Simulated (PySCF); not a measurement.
**C$_{7}$H$_{14}$OSi: density, localisation and related maps**

The calculation's input:

```
{"job": {"kind": "nmr", "xc": "PBE0", "basis": "pcSseg-1"}, "charge": 0, "multiplicity": 1}
C      2.541181    -0.138634     0.667681
C      1.781677     0.193928    -0.613133
C      0.572451    -0.695868    -0.772900
C     -0.613073    -0.257906    -1.569724
C     -0.728467    -0.358060    -0.074551
Si    -1.662766    -1.796580     0.738131
C     -0.813866     0.844689     0.789226
C     -1.424137     2.087765     0.186795
O     -0.481221     0.798121     1.954071
H      3.409961     0.506786     0.774141
H      1.895520     0.001048     1.531106
H      2.877940    -1.173172     0.652191
H      2.440708     0.060369    -1.476877
H      1.472083     1.241040    -0.588098
H      0.830692    -1.748959    -0.818532
H     -1.128582    -0.990414    -2.174311
H     -0.580154     0.721532    -2.024155
H     -1.567467    -2.930526    -0.186398
H     -3.063318    -1.394178     0.891565
H     -1.052501    -2.119453     2.020934
H     -1.612548     2.820836     0.967312
H     -0.745719     2.521033    -0.545542
H     -2.353148     1.833586    -0.318854
```

Launched as:

```sh
OMP_NUM_THREADS=1 python probes_run.py task.json out
```

Geometry: GFN2-xTB.

Theory: PBE0/pcSseg-1, SCF density, gas phase, non-relativistic (PySCF).

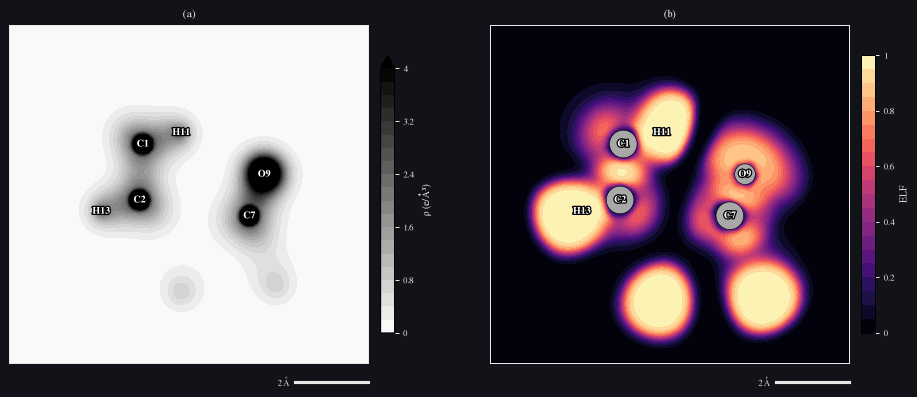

Figure 1. (a) total electron density; (b) ELF on the plane of atoms C2, C1 and H11. Grey discs cover the atomic cores in the ELF map.

> Interpret the plot.

The plane passes through C, O and H nuclei. C–O (1.21 Å): ρ at the midpoint is about 3.3 e/Å³; the ELF peaks at about 0.85 between the atoms; a short, multiple covalent bond. C–H (1.09 Å): ρ is about 2 e/Å³ halfway; the ELF climbs to about 1 towards the hydrogen, as it does in any bond to H: a covalent bond by its length. C–C (1.53 Å): ρ at the midpoint is about 1.6 e/Å³; the ELF peaks at about 0.95 between the atoms: a shared electron pair. The ELF also peaks beside O9, away from the bonds: lone-pair regions.

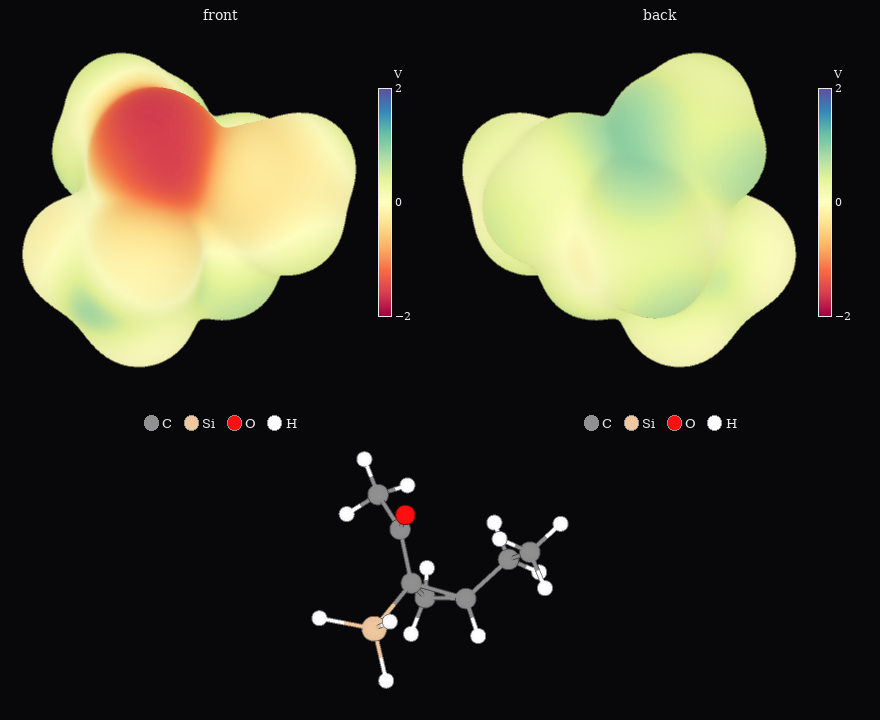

Figure 2. The molecular electrostatic potential painted on the density surface at 0.001 e/bohr³, seen from the front and from behind; red is negative and blue positive. The bare structure is drawn below in the same view.

> Which sites attract a positive test charge, and which a negative one?

A positive charge is drawn to the negative regions and a negative charge to the positive ones. The most negative region (about −1.6 V, or −37 kcal/mol for a unit charge) lies over O9, the most positive (about +0.9 V, or +21 kcal/mol for a unit charge) over H17 and H22. O9 is the likeliest acceptor of a hydrogen bond.
